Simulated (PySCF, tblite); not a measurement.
**C3H8NOSi radical: geometry, infrared bands and EPR parameters**

What infrared bands and EPR parameters should C3H8NOSi radical (`C/N=[C]\[SiH2]OC`) show?

Programs: tblite 0.8.0 and PySCF 2.14.0, with density-fitted response routines of our own. Each step states its level of theory. These are calculated values for one molecule in the gas phase, unless marked as measured. Atoms are numbered from 0 throughout.

## 1. The molecule as given

14 atoms, charge 0, multiplicity 2; geometry from: force field or distance geometry start.

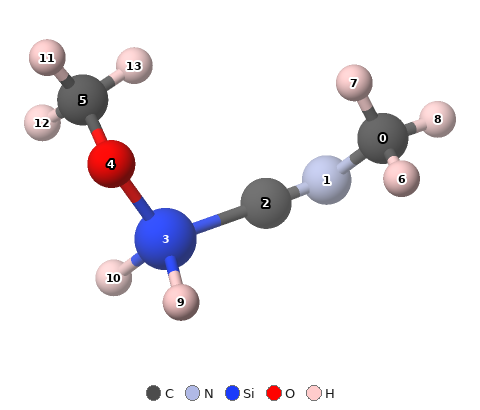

As it starts; carbon dark grey, nitrogen light blue, silicon blue, oxygen red, hydrogen pink, atoms numbered.

## 2. Optimising the geometry with GFN2-xTB

The job: settings as JSON, then the geometry in Å.

```
{"job": {"kind": "relax", "xc": "GFN2-xTB", "basis": "xTB"}, "charge": 0, "multiplicity": 2}
C      2.716000     0.138300    -0.114800
N      1.724600    -0.240000    -1.145300
C      0.715300    -0.642100    -0.705600
Si    -0.957000    -1.241000    -0.060600
O     -1.719000    -0.138100     0.940100
C     -2.111500     1.104800     0.364400
H      2.980500    -0.705700     0.518900
H      2.337800     0.962200     0.518300
H      3.623800     0.490000    -0.606600
H     -0.772600    -2.500900     0.729200
H     -1.874000    -1.558400    -1.182700
H     -2.617100     1.684600     1.144700
H     -2.815700     0.966000    -0.451000
H     -1.231700     1.679600     0.028800
```

Launch:

```console
> OMP_NUM_THREADS=1 python probes_run.py task.json out
```

One launch serves the whole session: the jobs run in the order shown.

**Question.** This job is followed by: GFN2-xTB harmonic vibrations, gas phase; UKS B3LYP, pcH-1 on C H N O Si, non-relativistic, mean-field spin-orbit, GIAO. Predict these results of the whole session: strongest single infrared mode (GFN2-xTB); zero-point energy (GFN2-xTB); g(iso) (B3LYP); ⟨S²⟩; largest a(iso) (averaged by class); surface potential, least and greatest.

As calculated:

| quantity | value |
| --- | --- |
| strongest single infrared mode (GFN2-xTB) | 2202 cm⁻¹, 372 km/mol |
| zero-point energy (GFN2-xTB) | 64.5 kcal/mol |
| g(iso) (B3LYP) | 2.00137 |
| ⟨S²⟩ | 0.753 (exact 0.75) |
| largest a(iso) (averaged by class) | 13C on C2, 262.6 MHz |
| surface potential, least and greatest | -1.26 V and 1.02 V |

The optimisation took 116 steps and gained 0.728 eV; among the close pairs (by a distance rule), C0–N1 changed most, from 1.479 to 1.428 Å. All 36 modes are real, so the xTB geometry is a minimum. The strongest single mode, at 2202 cm⁻¹, moves mainly H10. Unscaled tight-binding wavenumbers are off by several per cent, some by more. Its intensities can rank the bands wrongly. The largest share of the spin, 0.58 e, sits on C2. The isotropic g lies 0.9 ppt below the free-electron value.
